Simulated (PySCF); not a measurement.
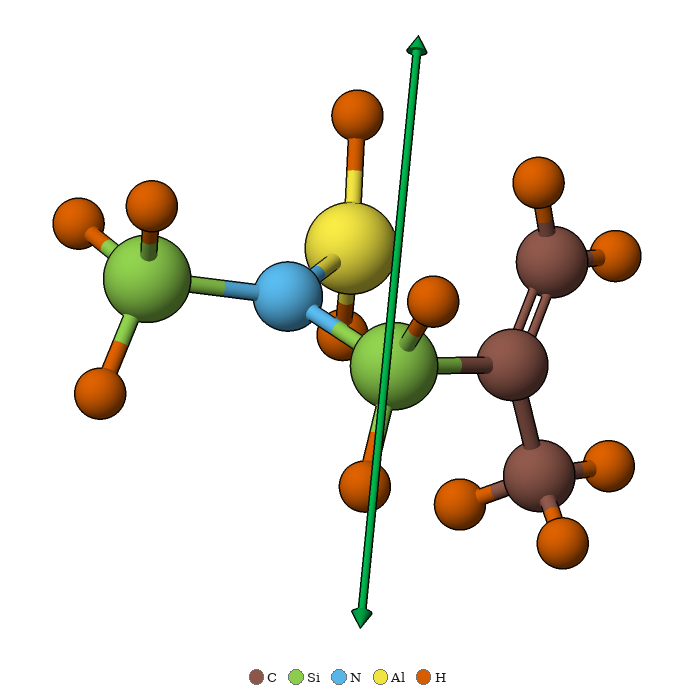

The double arrow shows the direction of the transition dipole to excited singlet state 5 (its length means nothing). The geometry was computed by an optimisation with GFN2-xTB. No frequency run is at hand to confirm it as a minimum. Level of theory: TDDFT CAM-B3LYP/def2-SVPD, vertical, gas phase, core orbitals frozen in the response (PySCF 2.14.0).

Question. Where does the transition lie, and how strong is it?

Answer. 6.26 eV (198 nm), oscillator strength 0.063, mainly HOMO−2 → LUMO (weight 0.90); transition dipole 1.63 D.

The geometry is semi-empirical. Around Al, Si such bond lengths and angles can be off by a tenth of an ångström or more and by several degrees, and values that hang on the shape move with them.
